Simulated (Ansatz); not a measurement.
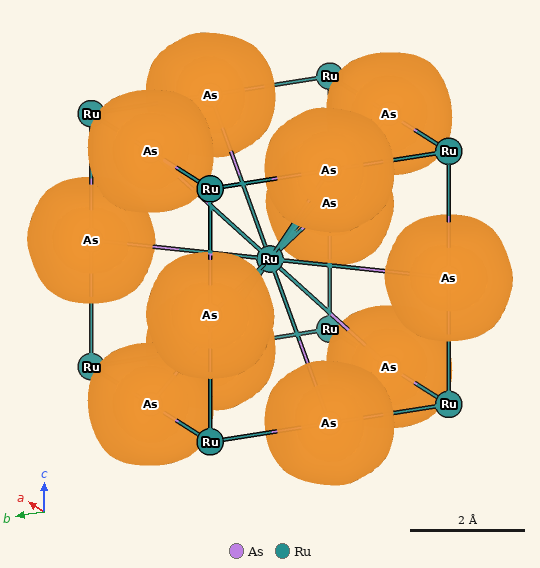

*As3Ru2. Isosurface of the electron localisation function at 0.55 (orange), seen at an oblique angle. Only the valence region is drawn (cores and ρ < 0.01 e/Å³ removed). Sticks mark near contacts.*

Space group Pm-3m; a structure generated by program, which may or may not match a known phase; the program warned that a starting moment wasn't kept; spin-polarised, but the moments vanished.

All numbers below come from DFT PBE, scalar-relativistic, plane waves, PAW (Ansatz).

Core electrons are frozen (PAW), and the valence fields are smoothed inside the atomic spheres.

The calculation's input:

```
crystal:
  lattice:
    - [4.6898604069, 0.0, 0.0]
    - [0.0, 4.6898604069, 0.0]
    - [0.0, 0.0, 4.6898604069]
  atoms:
    - { symbol: As, position: [0.5, 0.0, 0.0] }
    - { symbol: As, position: [0.0, 0.5, 0.0] }
    - { symbol: As, position: [0.0, 0.0, 0.5] }
    - { symbol: Ru, position: [0.5, 0.5, 0.5], spin: 1.39 }
    - { symbol: Ru, position: [0.0, 0.0, 0.0], spin: -0.17 }
basis:
  ecutwfc: 420
kpoints:
  mp_grid: { grid: [8, 8, 8] }
hamiltonian:
  xc: pbe
scf:
  occupations: { method: gaussian, width: 0.1 }
output:
  forces: true
  stress: true
  eigenvalues: true
  populations: true
  write_density: true
  write_potential: true
  elf: true
  volumetric_format: npy
magnetization:
  spin_polarized: true
relax:
  adjacent_minimum: "off"
  f_tol: 0.01
  max_steps: 80
  cell: { stress_tol: 0.05 }
```

Run with:

```sh
ansatz run input.yaml --threads 1 --pin off --max-ram 2048MiB --backend cpu --events-out ev --progress --plain --runs-dir out
```

Below, planes, directions and counts refer to the conventional cell (a = 4.68 Å, b = 4.68 Å, c = 4.68 Å, α = 90.00°, β = 90.00°, γ = 90.00°).

The fields are those of the relaxed geometry.

Question: Where are the electrons localised?

Answer: The ELF exceeds this value in three regions wrapped around As (the valence shell of each), counted in one cell of 5 atoms. Regions shared between cells count once. Profiles from the grid: As–Ru (2.34 Å): the ELF is about 0.40 at the midpoint.
